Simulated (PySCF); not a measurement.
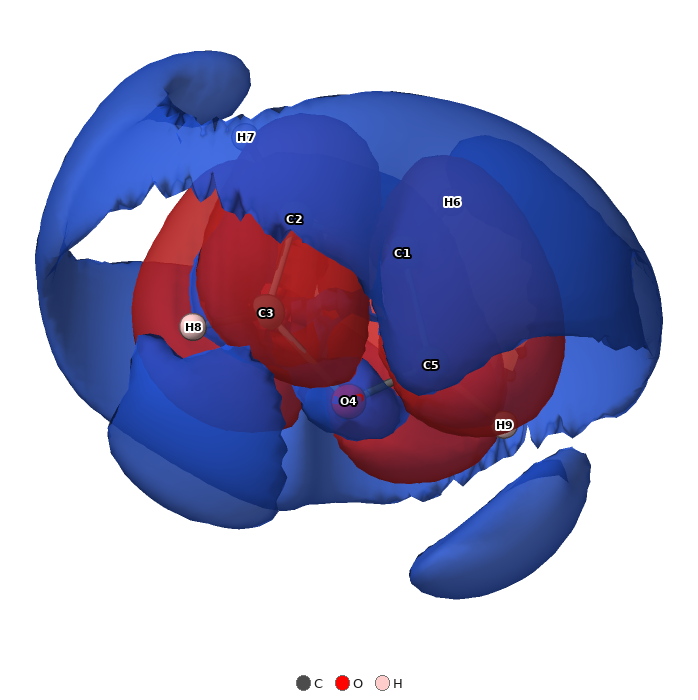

Figure 1: C4H4O, SMILES `c1ccoc1`. Unrelaxed difference density of S₂ less the ground state (full linear response singlet states), ±0.004 e/Å³; blue: gain, red: loss.

Level of theory: LC-wPBE/def2-SVPD (PySCF), at a geometry from GFN2-xTB. No frequency check shows the geometry to be a minimum.

Q: How does the charge move on excitation?

A: 0.83 e is displaced in all, largely into diffuse regions outside the molecule. The state: 7.25 eV (171 nm), f = 0.000 (dark), π → diffuse (Rydberg-like) orbital; the leading pair carries 98 %; hole on C3 and C5 (28 % each) and C1 and C2 (15 % each), electron on O4 (14 %), H8 and H9 (12 % each) and C3 and C5 (12 % each) (atom shares of so diffuse an orbital are rough); their centroids lie 0.1 Å apart.
